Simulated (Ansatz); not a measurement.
Cs (bcc, W type)

```cif
data_Cs
_chemical_formula_sum 'Cs1'
_space_group_name_H-M_alt 'P 1'
_space_group_IT_number 1
_cell_length_a 5.33210
_cell_length_b 5.33210
_cell_length_c 5.33210
_cell_angle_alpha 109.471
_cell_angle_beta 109.471
_cell_angle_gamma 109.471
loop_
_space_group_symop_operation_xyz
  'x, y, z'
loop_
_atom_site_label
_atom_site_type_symbol
_atom_site_fract_x
_atom_site_fract_y
_atom_site_fract_z
_atom_site_occupancy
Cs1 Cs 0.00000 0.00000 0.00000 1
```

The volume is varied about the relaxed value V₀ at fixed cell shape. Symmetry pins the atoms to their sites.

Calculation: PBE (plane waves to 420 eV, PAW, scalar-relativistic; Ansatz, an electronic-structure program). k mesh 11×11×11 (Γ-centred), Fermi-Dirac smearing 0.05 eV. The energy includes the smearing's −TS. Cs was relaxed with its symmetry unable to fall. ΔE is measured from the relaxed starting cell.

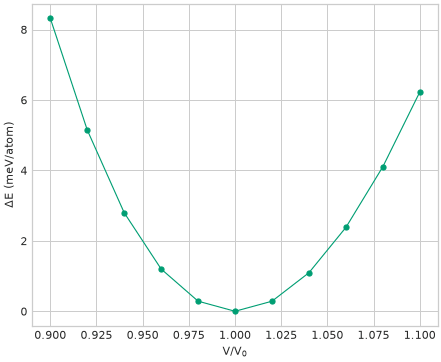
*ΔE (meV/atom) against V/V₀; one marker a computed point.*

Problem. What bulk modulus B₀ follows from a third-order Birch-Murnaghan fit?

Solution. About 2.0 GPa.

Problem. What is ΔE at V/V₀ = 0.900?

Solution. About 8 meV/atom.

Problem. What is ΔE at V/V₀ = 1.100?

Solution. About 6 meV/atom.

(Under strain, the slope of the energy per volume gives the stress and its curvature an elastic modulus.)
